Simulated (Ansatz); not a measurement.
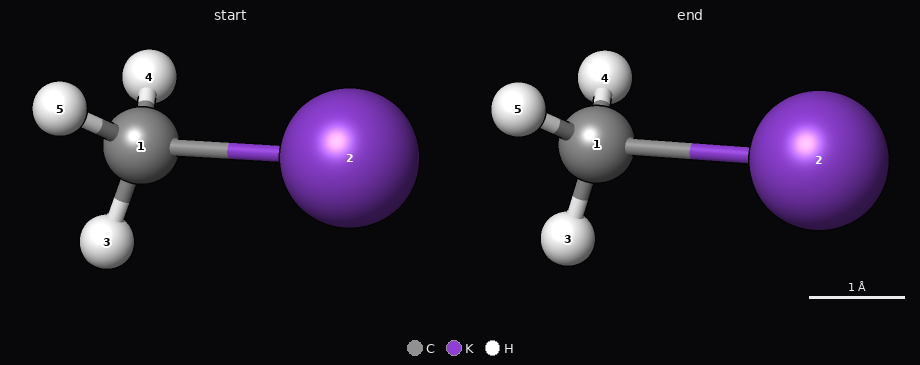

The structure of CH$_{3}$K (coarse preliminary run) before (left) and after (right) a relaxation, at one scale.

A ball-and-stick model, seen at a tilt.

The start comes from a force field.

The calculation used Ansatz, RKS PBE-D4/def2-SVP.

The input:
```yaml
crystal:
  periodic: [false, false, false]
  atoms:
    - {symbol: C, position_ang: [-0.220300, 0.044300, -0.106600]}
    - {symbol: K, position_ang: [1.996100, -0.742800, 0.879800]}
    - {symbol: H, position_ang: [-1.122200, -0.129300, 0.581000]}
    - {symbol: H, position_ang: [-0.388900, -0.421800, -1.081600]}
    - {symbol: H, position_ang: [-0.214700, 1.175900, -0.313900]}
basis:
  gaussian: {orbitals: def2-SVP}
hamiltonian: {xc: pbe, dispersion: d4}
relax: {f_tol: 0.03, max_steps: 200}
```

Q: What changed between the two?

A: K2 moves most after the best rigid fit: 0.12 Å. By element the largest moves are K 0.12 Å, H 0.07 Å, C 0.05 Å. Some distances before and after: C1–K2 2.550 → 2.716 Å, C1–H3 1.147 → 1.113 Å, C1–H4 1.094 → 1.113 Å. Bond angles that change, for instance: H3–C1–H4 110.4° → 107.6°, K2–C1–H3 113.9° → 111.2°, H3–C1–H5 105.1° → 107.6°. Over 3 geometry steps the energy falls by 9.74 kJ/mol. The largest force component goes from 1.5 to 0.013 eV/Å. The run took about 10 core-seconds on a shared host.
